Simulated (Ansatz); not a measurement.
## Pressure series in Au

Consider Au in the fcc (Cu type) structure (space group Fm-3m, No. 225).

```yaml
crystal:
  lattice:
    - [0.00000, 2.06204, 2.06204]
    - [2.06204, 0.00000, 2.06204]
    - [2.06204, 2.06204, 0.00000]
  atoms:
    - { symbol: Au, position: [0.00000, 0.00000, 0.00000] }
```

Cell and atoms are relaxed at each pressure.

All numbers come from plane-wave PAW DFT at the r2SCAN level (Ansatz, an electronic-structure program, 500 eV), without spin-orbit coupling.

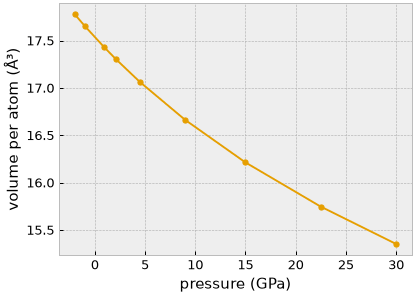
Fig. 1. Volume against pressure

Q: Estimate the zero-pressure bulk modulus from the plot.

A: About 150 GPa; a third-order Birch–Murnaghan fit to the points gives V₀ = 17.54 Å³/atom, B₀ = 151 GPa and B₀′ = 6.1.

Measured bulk modulus of Au: 182 GPa (static lattice; corrected from measurement; as listed in Daniel Mejia-Rodriguez, S. B. Trickey, Phys. Rev. B (2018)); the computed value is 17 % below it.

Load acts through the strain it causes; cell and atoms are relaxed under it. Stability against distortions was not tested. Competing high-pressure phases were not computed.
